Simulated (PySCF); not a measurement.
```xyz
2

Al    0.0000    0.0000   -0.6104
O     0.0000    0.0000    1.0296
```

All numbers below come from PBE0/def2-TZVPPD, non-relativistic Hamiltonian with scalar-relativistic core potentials where named, at a bond length of 1.640 Å in PySCF 2.14.0.

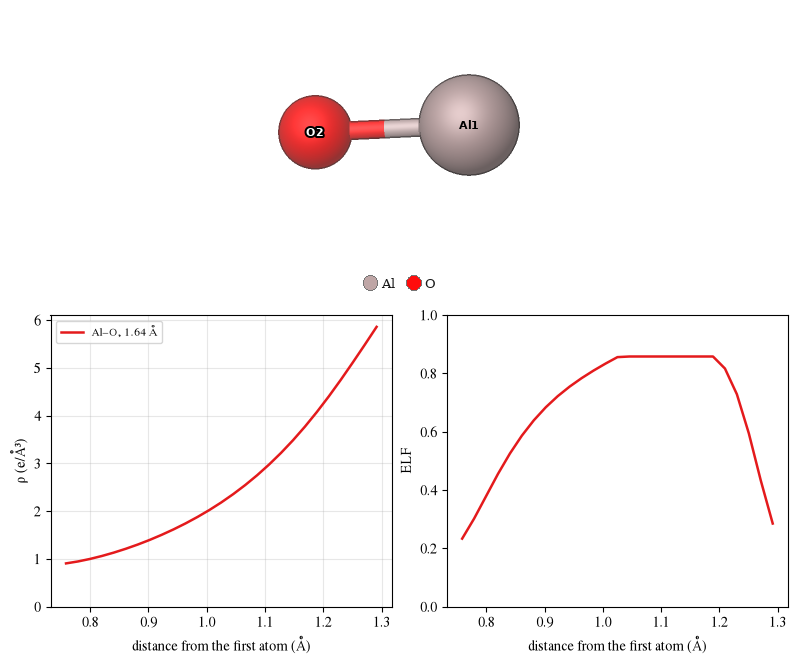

AlO (charge −1). Electron density and ELF along straight lines between neighbouring atoms. The curves leave out the atomic cores. The structure is drawn too.

What can be read from the curves?

Al–O (1.64 Å): ρ at the midpoint is about 1.1 e/Å³; the ELF peaks at about 0.85 in the valence shell of O, 0.6 Å from its nucleus, and is about 0.45 at the midpoint.
